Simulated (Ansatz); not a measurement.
```yaml
atoms:
  - { symbol: Ga, position_ang: [0.2955, -0.9910, 0.7443] }
  - { symbol: N, position_ang: [1.5769, 0.2747, 1.0758] }
  - { symbol: H, position_ang: [0.5808, -1.9804, -0.4419] }
  - { symbol: H, position_ang: [-0.9154, -1.0182, 1.7460] }
  - { symbol: H, position_ang: [-0.4539, 1.2166, -0.6966] }
  - { symbol: As, position_ang: [-1.7019, 1.0837, -1.6004] }
  - { symbol: H, position_ang: [1.5094, 0.9787, 1.8137] }
  - { symbol: H, position_ang: [2.4113, 0.4164, 0.5025] }
  - { symbol: H, position_ang: [-1.0026, 0.0175, -2.4638] }
  - { symbol: H, position_ang: [-2.3001, 0.0019, -0.6796] }
```

Level of theory: RKS PBE-D4/def2-SVP in Ansatz 0.2.0.

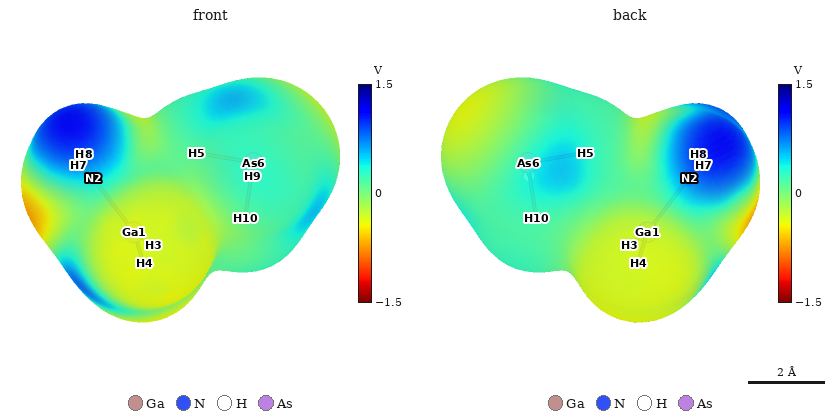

GaH$_{4}$N···AsH$_{3}$. The electrostatic potential painted on the density surface at 0.001 e/bohr³, seen from the front and from behind; the colour scale runs from red (negative) to blue (positive).

> Which sites attract a positive test charge, and which a negative one?

A positive charge is drawn to the negative regions and a negative charge to the positive ones. The most negative region (about −0.7 V, or −16 kcal/mol for a unit charge) lies over N2, the most positive (about +1.1 V, or +25 kcal/mol for a unit charge) over H7 and H8.
